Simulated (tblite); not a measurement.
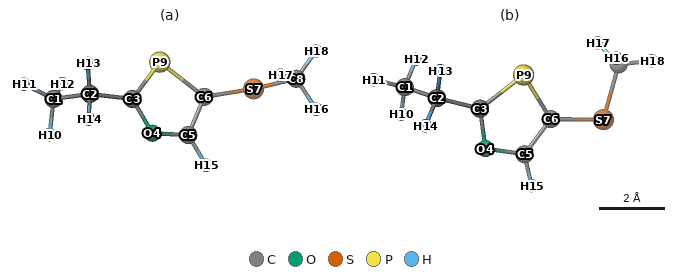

The structure of C$_{6}$H$_{9}$OPS before (left) and after (right) a relaxation, at one scale.

Style: ball-and-stick. Shown at a tilt.

These are results of GFN2-xTB geometry optimisation, gas phase in tblite, not measurements. 

Describe what moved and what it gained.

The energy falls by 206.9 kJ/mol in 187 geometry steps. H16 moves most after the best rigid fit: 2.22 Å. By element the largest moves are H 2.22 Å, S 1.25 Å, P 1.06 Å, C 0.86 Å, O 0.54 Å. Some distances before and after: O4–P9 2.276 → 2.594 Å, C3–P9 1.573 → 1.719 Å, C3–O4 1.245 → 1.339 Å, C6–P9 1.855 → 1.786 Å. Bond angles that change, for instance: C5–C6–P9 97.0° → 110.3°, C3–O4–C5 122.8° → 111.9°, C3–P9–C6 96.6° → 87.1°. Groups turn about C6–S7 by about 90°, S7–C8 by about 50°, C1–C2 by about 20°.
